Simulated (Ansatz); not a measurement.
# BrH₆N₃Ti: what the fields show

```yaml
atoms:
  - { symbol: Br, position_ang: [1.3057, 2.4693, 0.4451] }
  - { symbol: N, position_ang: [-1.5404, 0.6021, -0.5212] }
  - { symbol: N, position_ang: [0.1207, -0.6529, 1.6146] }
  - { symbol: N, position_ang: [1.0777, -0.6496, -1.2104] }
  - { symbol: Ti, position_ang: [0.2018, 0.3677, 0.0687] }
  - { symbol: H, position_ang: [-2.1728, 1.2695, -0.0828] }
  - { symbol: H, position_ang: [-1.9608, 0.2135, -1.3600] }
  - { symbol: H, position_ang: [0.9278, -0.7719, 2.2246] }
  - { symbol: H, position_ang: [-0.7089, -1.0532, 2.0421] }
  - { symbol: H, position_ang: [1.4015, -0.2485, -2.0890] }
  - { symbol: H, position_ang: [1.4129, -1.6029, -1.1108] }
```

Geometry: PBE0-D4/def2-SVP.

The calculation used isolated molecule in a Gaussian basis; Kohn-Sham density functional theory, functional PBE0 (Ansatz 0.2.0).

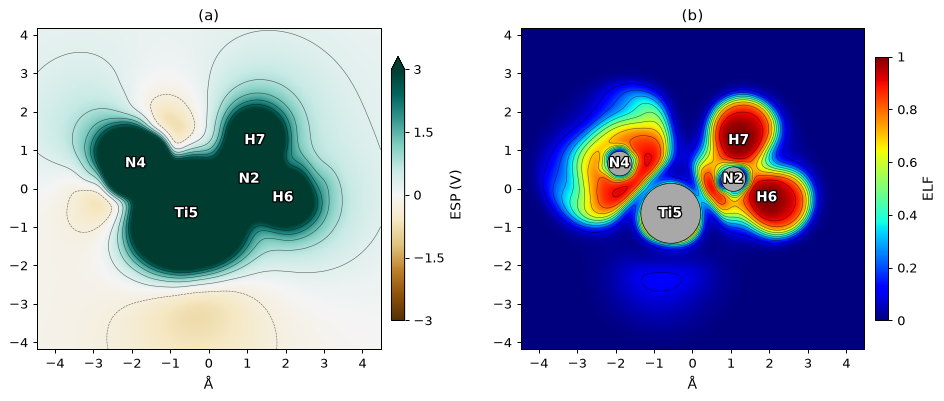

Figure 1. (a) molecular electrostatic potential; (b) electron localisation function on the plane of atoms N2, Ti5 and N4. Grey discs cover the atomic cores in the ELF map.

> Describe what can be read from this map.

The plane passes through N, Ti and H nuclei.
Ti–N (1.85 Å): the ELF peaks at about 0.90 in the valence shell of N, 0.6 Å from its nucleus, and is about 0.35 at the midpoint.
N–H (1.02 Å): the ELF climbs to about 1 towards the hydrogen, as it does in any bond to H; a covalent bond by its length.
Outside the dense part of the molecule the potential is most negative (−0.8 V) near Br1, which lies off the plane.

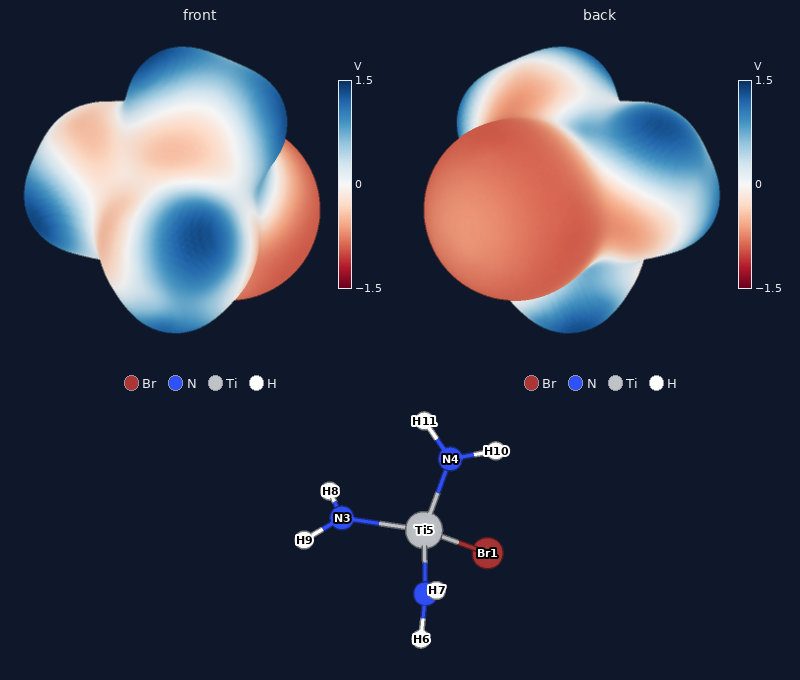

Figure 2. The electrostatic potential painted on the density surface at 0.001 e/bohr³, seen from the front and from behind; red is negative and blue positive. The bare structure is drawn below in the same view.

> Describe the electrostatic potential map.

The most negative region (about −0.9 V) lies over Br1, the most positive (about +1.3 V) over the H atoms.

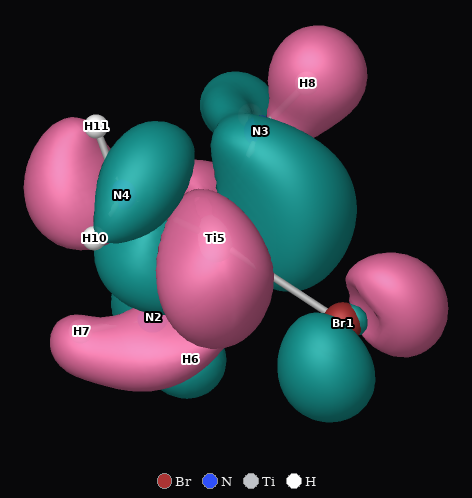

Figure 3. The LUMO at ±0.06 Å⁻³ᐟ² (teal and pink are the two phases), seen at an oblique angle.

> What is the character of this orbital?

It lies mainly on Ti5 (about 70 %) and Br1 (about 5 %). It is one of a degenerate set, so its orientation is arbitrary. Its energy is −1.47 eV.
